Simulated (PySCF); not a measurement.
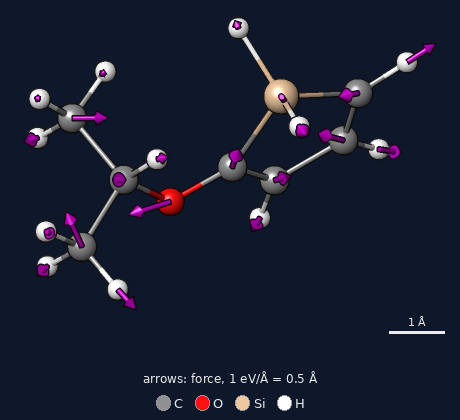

Starting geometry of C7H12OSi with the computed forces as purple arrows. A ball-and-stick model, seen at a tilt.

The start comes from GFN2-xTB. Its atoms were then displaced at random by about 0.01 Å.

Computed with PBE0-D3(BJ)/def2-SVP geometry optimisation, gas phase (PySCF 2.14.0, density-fitted response routines). 

What follows when this structure is relaxed?

Answer. It isn't relaxed: the largest force vector, on the Si atom, is 2.16 eV/Å. The final displacements follow the starting forces only in part (cosine between the two patterns 0.36). After 6 geometry steps the energy has fallen by 0.237 eV. The largest moves after the best rigid fit, 0.089 Å, are those of O and H atoms. By element the largest moves are O 0.089 Å, H 0.089 Å, C 0.061 Å, Si 0.050 Å. Near-neighbour distances that change, for instance: H–Si 1.442 → 1.496 Å, C–H 1.061 → 1.097 Å, C–Si 1.893 → 1.857 Å, C–Si 1.936 → 1.911 Å. Bond angles that change, for instance: C–Si–C 88.4° → 92.2°, H–Si–H 111.5° → 107.9°, Si–C–H 128.0° → 130.9°.
